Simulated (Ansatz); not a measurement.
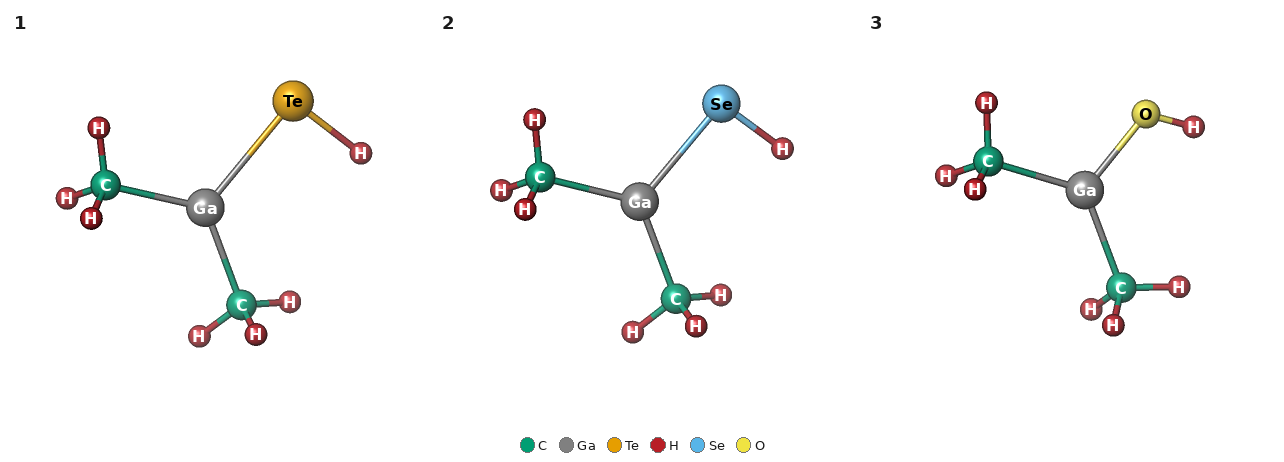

3 molecules with one skeleton, seen from the same side and at one scale. Charge 0, singlet. Computed geometries: PBE0-D4/def2-TZVP optimisations, one conformation each. Properties computed with Ansatz 0.2.0. Elements past Kr carry core potentials.

One atom differs, called X below: Te in panel 1, Se in panel 2, O in panel 3. Their formulas are C2H7GaTe (`[CH3][Ga]([CH3])[TeH]`), C2H7GaSe (`[CH3][Ga]([CH3])[SeH]`), C2H7GaO (`[CH3][Ga]([CH3])[OH]`).

**Rank them by the angle Ga–X–H, lowest first (PBE0-D4/def2-TZVP).**

1 (Te), 2 (Se), 3 (O).

**Rank them by the harmonic zero-point energy, lowest first (PBE0-D4/def2-TZVP).**

1 (Te), 2 (Se), 3 (O).

Give the values. With PBE0-D4/def2-TZVP: length of X–Ga (Å), length of X–H (Å), angle Ga–X–H (°), dipole moment (D), harmonic zero-point energy (kJ/mol). With B3LYP-D4/def2-TZVPP: HOMO energy (Kohn–Sham orbital) (eV), HOMO–LUMO gap (eV).

```json
{"quantity": "length of X–Ga (Å)", "1 (Te)": "2.537", "2 (Se)": "2.343", "3 (O)": "1.800"}
{"quantity": "length of X–H (Å)", "1 (Te)": "1.658", "2 (Se)": "1.468", "3 (O)": "0.959"}
{"quantity": "angle Ga–X–H (°)", "1 (Te)": "92.5", "2 (Se)": "93.8", "3 (O)": "114.3"}
{"quantity": "dipole moment (D)", "1 (Te)": "1.72", "2 (Se)": "1.92", "3 (O)": "1.85"}
{"quantity": "harmonic zero-point energy (kJ/mol)", "1 (Te)": "205.9", "2 (Se)": "209.0", "3 (O)": "222.9"}
{"quantity": "HOMO energy (Kohn–Sham orbital) (eV)", "1 (Te)": "−6.25", "2 (Se)": "−6.72", "3 (O)": "−7.50"}
{"quantity": "HOMO–LUMO gap (eV)", "1 (Te)": "5.14", "2 (Se)": "5.76", "3 (O)": "7.00"}
```
